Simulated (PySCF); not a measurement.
System (SMILES): OO (H2O2).
Geometry (B3LYP-D3(BJ)/def2-TZVP, fixed):
```
O
H 1 0.9680
O 1 1.4504 2 100.54
H 3 0.9680 1 100.54 2 115.91
```

Basis-set convergence of the lowest singlet excitation energy at PBE0 with PySCF. Tamm-Dancoff approximation; the state is taken by its order, and sets in which it differs in degeneracy or brightness are left out, yet its character can still change. All functions are spherical. Density fitting with generated auxiliary sets. No added dispersion term, no relativity. Reference: the value in d-aug-cc-pVTZ, 5.920 eV, itself unsure by roughly 0.005 eV (its mean distance from aug-pcseg-2, aug-cc-pVTZ). Deviations are taken from unrounded values. Cost is core time over that of aug-cc-pVDZ, rough, on shared machines of one kind.

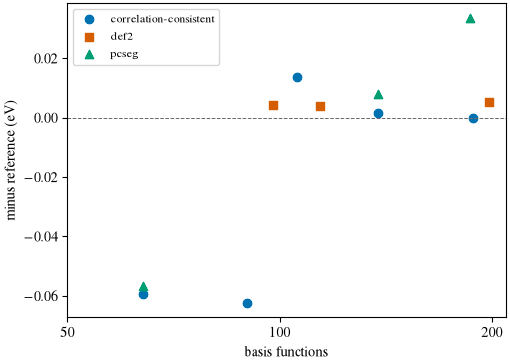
Figure. Deviation from the reference against the number of basis functions, by family of sets.

| basis | functions | lowest singlet excitation energy (eV) | minus reference (eV) | cost |
|---|---|---|---|---|
| aug-cc-pVDZ | 64 | 5.860 | -0.059 | 1× |
| aug-pcseg-1 | 64 | 5.863 | -0.057 | 1× |
| d-aug-cc-pVDZ | 90 | 5.857 | -0.062 | 3× |
| def2-TZVPD | 98 | 5.924 | 0.004 | 3× |
| jun-cc-pV(T+d)Z | 106 | 5.933 | 0.014 | 4× |
| def2-TZVPPD | 114 | 5.924 | 0.004 | 4× |
| aug-cc-pVTZ | 138 | 5.921 | 0.002 | 5× |
| aug-pcseg-2 | 138 | 5.927 | 0.008 | 8× |
| pcseg-3 | 186 | 5.953 | 0.034 | 10× |
| d-aug-cc-pVTZ | 188 | 5.920 | 0.000 | 10× |
| def2-QZVPPD | 198 | 5.925 | 0.005 | 10× |
